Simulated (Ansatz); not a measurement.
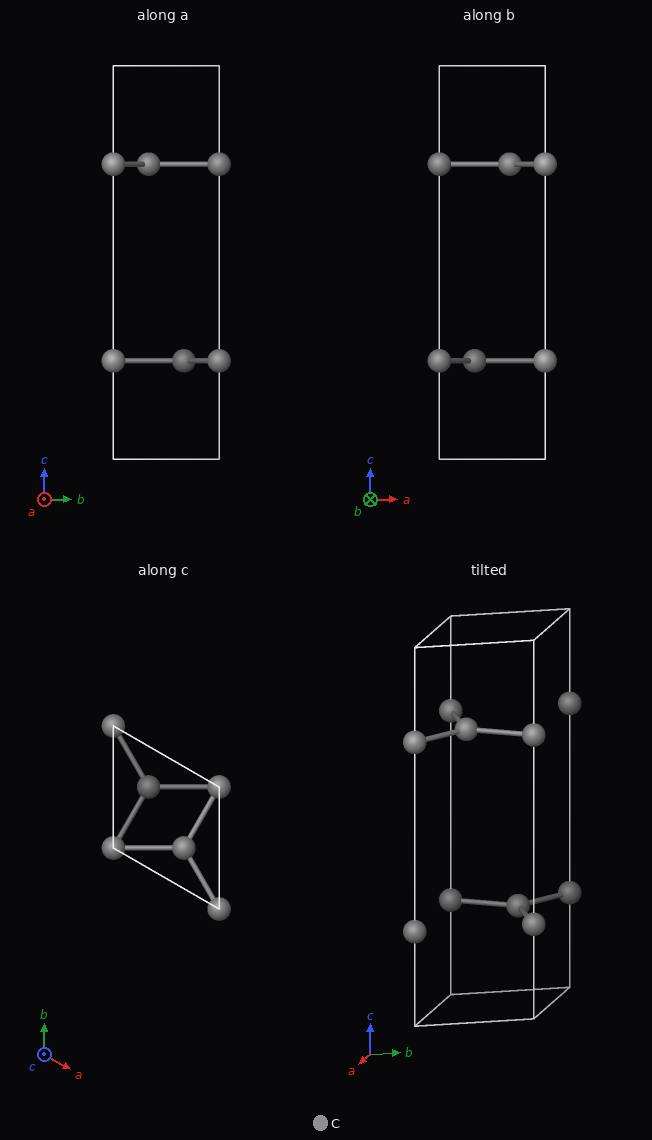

A ball-and-stick picture of a crystal structure, seen along the a axis, along the b axis, along the c axis and slightly off an axis. One conventional unit cell is framed, with atoms on its boundary repeated.

Lattice parameters: a = 2.466 Å, b = 2.466 Å, c = 7.946 Å, α = 90.00°, β = 90.00°, γ = 120.00°. Put a along x and b in the xy plane.

Question: From the views, write a POSCAR file.

Answer:
```
C
1.0
     2.466    0.000    0.000
    -1.233    2.135    0.000
     0.000    0.000    7.946
C
4
Direct
  0.0000 0.0000 0.2500
  0.0000 0.0000 0.7500
  0.3333 0.6667 0.2500
  0.6667 0.3333 0.7500
```

Starting structure: a structure type known for this element. It was relaxed at fixed volume with DFT PBE, spin-orbit coupling, plane waves, PAW (Ansatz).
